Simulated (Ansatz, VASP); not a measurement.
## NaVP: VASP beside Ansatz

One calculation is typed for both programs; each brings its own data sets and cutoff. How far apart do they land? The cell is generated by rule, not measured, and may not be a known phase. The cell comes out of earlier VASP steps on this material, which relaxed, scaled or displaced it; both programs get it as it stands.

Method: plane waves, with VASP 6.6.1 beside it; band structure at HSE06, in Ansatz 0.2.0.

### 1. The structure

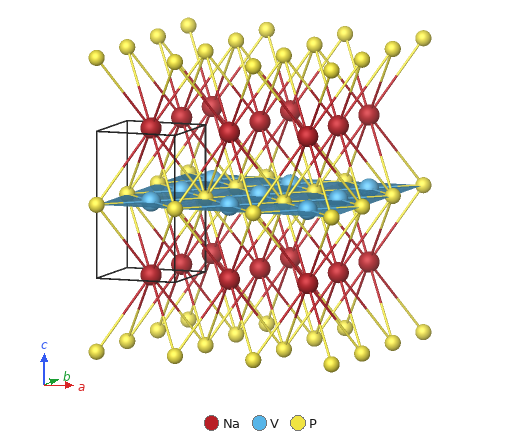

The starting structure, seen slightly off an axis (sodium red, vanadium blue, phosphorus yellow). 3×3×1 cells are drawn. Some periodic images of atoms are drawn too.

### 2. VASP: band structure, HSE06

Levels along a path test the potential and the projectors away from the mesh points.

Lines of VASP's logs that name or quote its potential files are left out, and so is its time.

INCAR

```
SYSTEM = NaVP
PREC = Accurate
ENCUT = 400
EDIFF = 1E-06
NELM = 100
ISMEAR = -1
SIGMA = 0.05
LREAL = .FALSE.
ALGO = Normal
LHFCALC = .TRUE.
AEXX = 0.25
GGA = PE
HFSCREEN = 0.2
LASPH = .TRUE.
NBANDS = 20
ISPIN = 2
MAGMOM = 0.016 2.092 -0.152
LMAXMIX = 4
PRECFOCK = Fast
LORBIT = 11
LWAVE = .FALSE.
LCHARG = .FALSE.
```

POSCAR

```
NaVP
1.0
    3.3529981911      0.0000000000      0.0000000000
    0.0000000000      3.3529981911      0.0000000000
    0.0000000000      0.0000000000      5.9153771581
Na V P
1 1 1
Direct
    0.5000000000      0.5000000000      0.0000000000
    0.5000000000      0.5000000000      0.5000000000
    0.0000000000      0.0000000000      0.5000000000
```

KPOINTS

```
Automatic mesh
0
Gamma
4 4 3
0 0 0
```

KPOINTS_OPT

```
Line mode
6
Line-mode
Reciprocal
  0.00000000   0.00000000   0.00000000 GAMMA
  0.00000000   0.50000000   0.00000000 X

  0.00000000   0.50000000   0.00000000 X
  0.50000000   0.50000000   0.00000000 M

  0.50000000   0.50000000   0.00000000 M
  0.00000000   0.00000000   0.00000000 GAMMA

  0.00000000   0.00000000   0.00000000 GAMMA
  0.00000000   0.00000000   0.50000000 Z

  0.00000000   0.00000000   0.50000000 Z
  0.00000000   0.50000000   0.50000000 R

  0.00000000   0.50000000   0.50000000 R
  0.50000000   0.50000000   0.50000000 A

  0.50000000   0.50000000   0.50000000 A
  0.00000000   0.00000000   0.50000000 Z

  0.00000000   0.50000000   0.00000000 X
  0.00000000   0.50000000   0.50000000 R

  0.50000000   0.50000000   0.00000000 M
  0.50000000   0.50000000   0.50000000 A
```

PAW data sets: Na_pv, V_sv and P (PBE family, release 64).

Launch:

```bash
> mpirun -np 1 vasp_std
```

Numbers of over 12 decimals in the logs are rounded to 6 here.

The program printed:

```text
[banner, memory and clock lines left out]
running    1 mpi-ranks, on    1 nodes
 distrk:  each k-point on    1 cores,    1 groups
 distr:  one band on    1 cores,    1 groups

 POSCAR found type information on POSCAR NaV P
 POSCAR found :  3 types and       3 ions
 LDA part: xc-table for (Slater+PW92), standard interpolation
 found WAVECAR, reading the header
 POSCAR, INCAR and KPOINTS ok, starting setup
 FFT: planning ... GRIDC
 FFT: planning ... GRID_SOFT
 FFT: planning ... GRID
 reading WAVECAR
 the WAVECAR file was read successfully
 initial charge from wavefunction
 entering main loop
       N       E                     dE             d eps       ncg     rms          rms(c)
DAV:   1    -0.194498600958E+02   -0.19450E+02   -0.11815E+00  1048   0.681E+00    0.278E+00
DAV:   2    -0.195505903641E+02   -0.10073E+00   -0.34214E-01  1048   0.413E+00    0.177E+00
DAV:   3    -0.195964496198E+02   -0.45859E-01   -0.92590E-02  1056   0.238E+00    0.117E+00
DAV:   4    -0.196018478829E+02   -0.53983E-02   -0.21976E-02  1100   0.986E-01    0.762E-01
DAV:   5    -0.196002802187E+02    0.15677E-02   -0.39773E-03  1056   0.619E-01    0.384E-01
DAV:   6    -0.195998110634E+02    0.46916E-03   -0.64727E-04  1116   0.206E-01    0.223E-01
DAV:   7    -0.195996399387E+02    0.17112E-03   -0.27276E-04  1060   0.133E-01    0.140E-01
DAV:   8    -0.195995896214E+02    0.50317E-04   -0.52250E-05  1160   0.565E-02    0.785E-02
DAV:   9    -0.195995754223E+02    0.14199E-04   -0.19880E-05  1080   0.311E-02    0.443E-02
DAV:  10    -0.195995700193E+02    0.54030E-05   -0.39430E-06   884   0.154E-02    0.270E-02
DAV:  11    -0.195995686988E+02    0.13205E-05   -0.16967E-06   832   0.896E-03    0.163E-02
DAV:  12    -0.195995681587E+02    0.54007E-06   -0.42882E-07   612   0.481E-03
   1 F= -.19599568E+02 E0= -.19596662E+02  d E =-.581143E-02  mag=     2.3479
 Start KPOINTS_OPT (optional k-point list driver)
k-point batch [1-12\54]
       N       E                     dE             ncg
DAV:   1    -0.276408841397E+04   -0.93955E+04     1144
DAV:   2    -0.579781757138E+04   -0.30337E+04      976
DAV:   3    -0.596552826951E+04   -0.16771E+03     1104
DAV:   4    -0.597118139761E+04   -0.56531E+01     1084
DAV:   5    -0.597128867721E+04   -0.10728E+00     1108
DAV:   6    -0.597129158184E+04   -0.29046E-02     1216
DAV:   7    -0.597129167883E+04   -0.96991E-04     1144
DAV:   8    -0.597129168317E+04   -0.43404E-05     1100
DAV:   9    -0.597129168335E+04   -0.17469E-06      684
[...]
k-point batch [49-54\54]
       N       E                     dE             ncg
DAV:   1     0.279846578974E+04   -0.66235E+04      528
DAV:   2     0.120346297803E+04   -0.15950E+04      484
DAV:   3     0.111689964481E+04   -0.86563E+02      584
DAV:   4     0.111396723285E+04   -0.29324E+01      536
DAV:   5     0.111391696135E+04   -0.50272E-01      632
DAV:   6     0.111391583009E+04   -0.11313E-02      656
DAV:   7     0.111391579496E+04   -0.35125E-04      640
DAV:   8     0.111391579360E+04   -0.13677E-05      528
DAV:   9     0.111391579354E+04   -0.56092E-07      324
```

Parts of OUTCAR (step 2):

```text
ion  position               nearest neighbor table
   1  0.500  0.500  0.000-
   2  0.500  0.500  0.500-   3 2.37   3 2.37   3 2.37   3 2.37
   3  0.000  0.000  0.500-   2 2.37   2 2.37   2 2.37   2 2.37

  LATTYP: Found a simple tetragonal cell.
 ALAT       =     3.3529981911
 C/A-ratio  =     1.7642052936

 Subroutine GETGRP returns: Found 16 space group operations
 (whereof 16 operations were pure point group operations)

The static configuration has the point symmetry D_4h.

 Found     12 irreducible k-points:

   k-points           NKPTS =     12   k-points in BZ     NKDIM =     48   number of bands    NBANDS=     20

   dimension x,y,z NGX =    24 NGY =   24 NGZ =   40
   dimension x,y,z NGXF=    48 NGYF=   48 NGZF=   80

   ENCUT  =  400.0 eV  29.40 Ry    5.42 a.u.   5.47  5.47  9.65*2*pi/ulx,y,z

   NELECT =      25.0000    total number of electrons

 k-points in reciprocal lattice and weights: Automatic mesh
   0.00000000  0.00000000  0.00000000       0.021
   0.25000000  0.00000000  0.00000000       0.083
   0.50000000  0.00000000  0.00000000       0.042
   0.25000000  0.25000000  0.00000000       0.083
   0.50000000  0.25000000  0.00000000       0.083
   0.50000000  0.50000000  0.00000000       0.021
   0.00000000  0.00000000  0.33333333       0.042
   0.25000000  0.00000000  0.33333333       0.167
   0.50000000  0.00000000  0.33333333       0.083
   0.25000000  0.25000000  0.33333333       0.167
   0.50000000  0.25000000  0.33333333       0.167
   0.50000000  0.50000000  0.33333333       0.042

  exchange ACFDT corr.  =         0.00000000  see jH, gK, PRB 81, 115126

 average (electrostatic) potential at core
       1 -40.5592       2 -69.6263       3 -80.5749

 E-fermi :   4.4794

 spin component 1
 k-point     1 :       0.0000    0.0000    0.0000
  band No.  band energies     occupation
    ...
     12       2.7754      1.00000
     13       2.7754      1.00000
     14       3.3384      1.00000
     15       4.0857      0.99962
     16       4.0857      0.99962
     17       5.3151      0.00000
     18      10.7201      0.00000
     19      10.9406      0.00000
     20      13.6113      0.00000

 k-point     2 :       0.2500    0.0000    0.0000
  band No.  band energies     occupation
    ...
     10      -0.0099      1.00000
     11       1.0871      1.00000
     12       1.4102      1.00000
     13       2.8930      1.00000
     14       3.6334      1.00000
     15       4.7800      0.00244
     16       5.7478      0.00000
     17       7.6236      0.00000
     18       9.3414      0.00000
     19      10.7052      0.00000
    ...

 k-point     3 :       0.5000    0.0000    0.0000
  band No.  band energies     occupation
    ...
      9      -2.5761      1.00000
     10      -0.1644      1.00000
     11       0.1911      1.00000
     12       2.1690      1.00000
     13       3.0109      1.00000
     14       5.8560      0.00000
     15       6.0809      0.00000
     16       6.0917      0.00000
     17       6.2433      0.00000
     18       8.5705      0.00000
    ...

 k-point     4 :       0.2500    0.2500    0.0000
  band No.  band energies     occupation
    ...
      9      -0.7235      1.00000
     10       0.2933      1.00000
     11       0.4246      1.00000
     12       1.8942      1.00000
     13       2.2377      1.00000
     14       4.6675      0.02268
     15       5.8261      0.00000
     16       6.3354      0.00000
     17       6.3450      0.00000
     18       8.6835      0.00000
    ...

 k-point     5 :       0.5000    0.2500    0.0000
  band No.  band energies     occupation
    ...
      9      -1.5938      1.00000
     10      -0.0262      1.00000
     11       0.5025      1.00000
     12       2.2204      1.00000
     13       2.4459      1.00000
     14       5.3765      0.00000
     15       6.2351      0.00000
     16       6.9562      0.00000
     17       7.4497      0.00000
     18       7.9291      0.00000
    ...

 k-point     6 :       0.5000    0.5000    0.0000
  band No.  band energies     occupation
    ...
     10      -0.1970      1.00000
     11       1.7180      1.00000
     12       1.7180      1.00000
     13       2.7363      1.00000
     14       3.8054      1.00000
     15       6.3737      0.00000
     16       6.6247      0.00000
     17       6.6363      0.00000
     18       9.4040      0.00000
     19       9.4040      0.00000
    ...

  energy-cutoff  :      400.00
  volume of cell :       66.50
      direct lattice vectors                 reciprocal lattice vectors
     3.352998191  0.000000000  0.000000000     0.298240543  0.000000000  0.000000000
     0.000000000  3.352998191  0.000000000     0.000000000  0.298240543  0.000000000
     0.000000000  0.000000000  5.915377158     0.000000000  0.000000000  0.169050928

 POSITION                                       TOTAL-FORCE (eV/Angst)
 -----------------------------------------------------------------------------------
      1.67650      1.67650      0.00000         0.000000      0.000000      0.000000
      1.67650      1.67650      2.95769         0.000000      0.000000      0.000000
      0.00000      0.00000      2.95769         0.000000      0.000000      0.000000
 -----------------------------------------------------------------------------------
    total drift:                               -0.000002      0.000002      0.000001

  FREE ENERGIE OF THE ION-ELECTRON SYSTEM (eV)
  ---------------------------------------------------
  free  energy   TOTEN  =       -19.5995681587 eV

  energy  without entropy=      -19.5937567262  energy(sigma->0) =      -19.59666244

 total charge
# of ion       s       p       d       tot
------------------------------------------
    1        0.089   5.975   0.000   6.064
    2        2.216   6.179   3.147  11.541
    3        1.036   1.549   0.000   2.586
--------------------------------------------------
tot          3.341  13.703   3.147  20.191

 magnetization (x)
# of ion       s       p       d       tot
------------------------------------------
    1        0.009   0.009   0.000   0.017
    2        0.032   0.020   2.164   2.216
    3       -0.026  -0.172   0.000  -0.198
--------------------------------------------------
tot          0.015  -0.144   2.164   2.036

[... 6 further parts left out ...]
```

(Continued in part 2 of 2.)

[Lines on the potential files, build, host, timing and source positions are cut from VASP's logs without a mark.]

[Logs are printed without paths, hosts, clocks, repeated set-up lines and the standing remarks that a program may print on its own settings, such as how far it seeks lower states.]

[Hosts, paths, dates, database ids (printed as entryN), source tags and the programs' standing remarks are cut or masked in the printed files.]
